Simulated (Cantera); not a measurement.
Feed: 1 mol C₂F₆, 2.3 mol HCl, a varied amount of H₂, held at 1475 K and 0.0263 Torr.

Method: chemical equilibrium by Gibbs-energy minimisation in Cantera with the NASA 1993 tables (ideal gas, pure condensed phases). Candidate condensed phases: C, C₆H₆, C₇H₈, C₈H₁₈; 118 gas species. The feed counts by its element totals alone. Gases not in the tables: C₂F₆ and larger saturated fluorocarbons. Equilibrium is a limit: real reactors are often held back by kinetics, nucleation or transport.

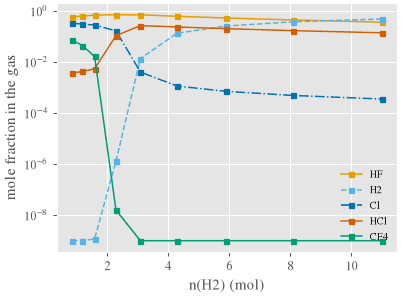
Figure. Equilibrium gas composition (values under 1e-9 drawn at 1e-9)

From 0.86 mol H₂ to 11 mol H₂ the condensed part is C(graphite). The main C-bearing gas is CF₄ at 0.86 mol H₂ and C₂H₂ (acetylene) at 11 mol H₂.
